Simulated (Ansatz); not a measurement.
**CH$_{3}$Si (charge +1): density, localisation and related maps**

```yaml
atoms:
  - { symbol: C, position_ang: [-0.1748, 0.3517, -0.3677] }
  - { symbol: Si, position_ang: [0.2344, -0.6423, 0.9665] }
  - { symbol: H, position_ang: [1.1417, -1.8139, 1.0520] }
  - { symbol: H, position_ang: [-1.1529, 0.2472, -0.8460] }
  - { symbol: H, position_ang: [0.2453, 1.3586, -0.4469] }
```

Geometry: PBE0-D4/def2-TZVP.

These are results of RKS PBE0-D4/def2-TZVPP in Ansatz, not measurements.

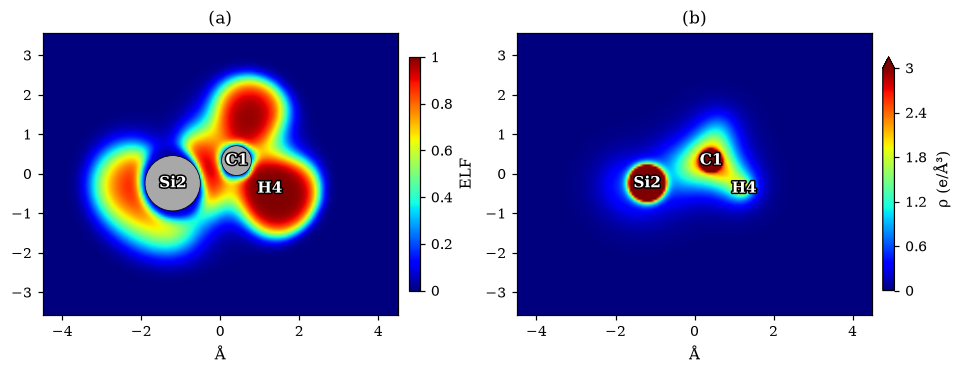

Figure 1. (a) electron localisation function; (b) total electron density on the plane of atoms Si2, C1 and H4. Grey discs cover the atomic cores in the ELF map.

Q: What does the map show?

A: Atoms in the plane: C, Si and H. C–Si (1.71 Å): ρ at the midpoint is about 1.2 e/Å³; the ELF peaks at about 0.90 between the atoms: localised, covalent bonding. C–H (1.09 Å): the density is about 2 e/Å³ at the midpoint; the ELF climbs to about 1 towards the hydrogen, as it does in any bond to H: an ordinary covalent bond to hydrogen.

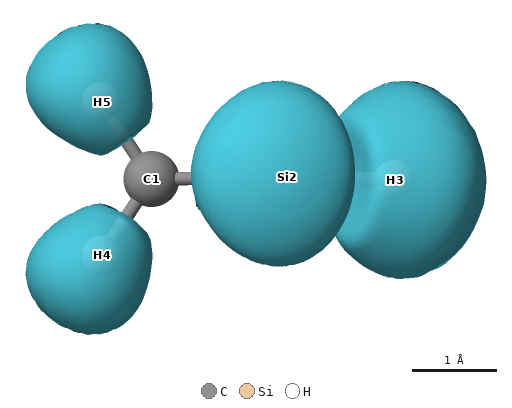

Figure 2. Isosurface of the electron localisation function at 0.9 (cyan), seen at a tilt. Core shells and regions of very low density are left out.

Q: Identify the bonds, lone pairs and shells in this picture.

A: The ELF exceeds this value in one region between bonded C–Si atoms (shared pairs), three regions around hydrogen nuclei and one lobe on Si, pointing away from the bonds (lone pairs).

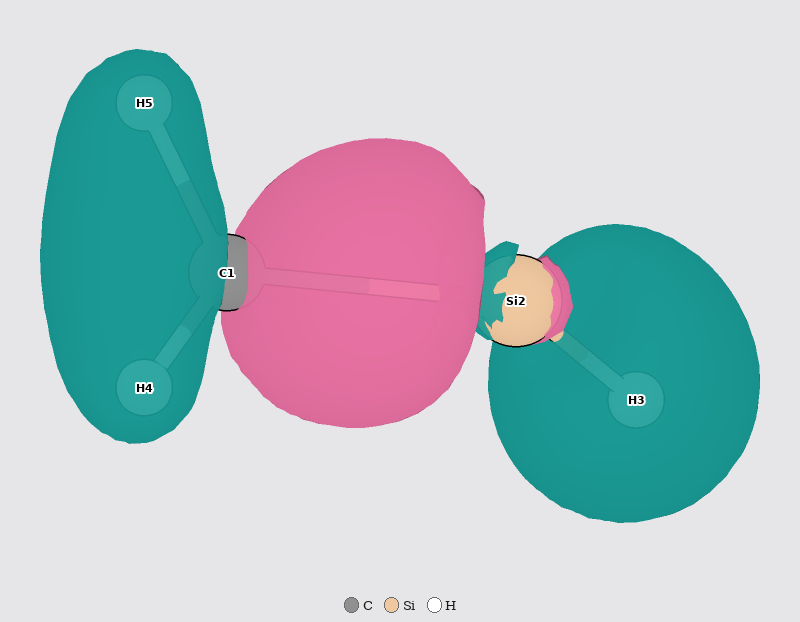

Figure 3. The HOMO−1 at ±0.2 Å⁻³ᐟ² (teal and pink are the two phases), seen at a tilt.

Q: Describe this orbital and give its energy.

A: By Hirshfeld shares it lies mainly on C1 (about 35 %), Si2 (about 35 %) and H3 (about 20 %). Its energy is −17.40 eV.

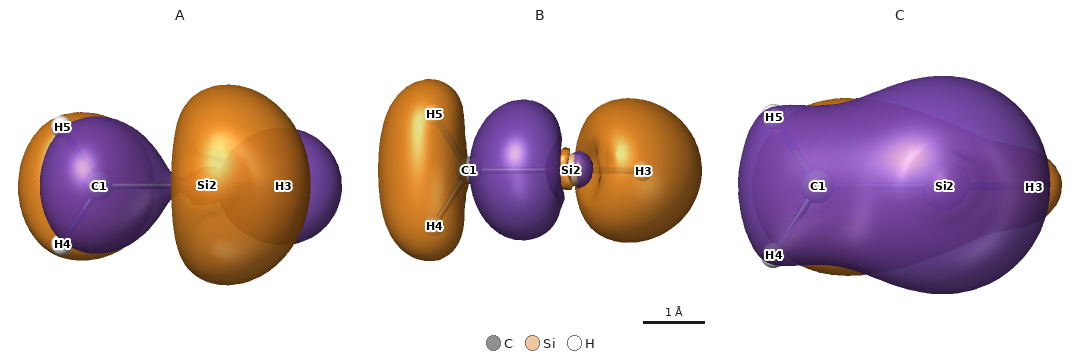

Figure 4. Three frontier orbitals at ±0.1 Å⁻³ᐟ² (orange and purple are the two phases), in no order.

Q: Order the three orbitals by energy and name them.

A: B is the HOMO−1 (−17.40 eV). By Hirshfeld shares it lies mainly on C1 (about 35 %), Si2 (about 35 %) and H3 (about 20 %). C is the HOMO (−13.96 eV). By Hirshfeld shares it lies mainly on Si2 (about 50 %) and C1 (about 40 %). A is the LUMO (−9.64 eV). Its weight (Hirshfeld) is mainly on Si2 (about 45 %), C1 (about 35 %) and H3 (about 10 %).

Q: What is the HOMO–LUMO gap?

A: 4.32 eV between the orbital energies.
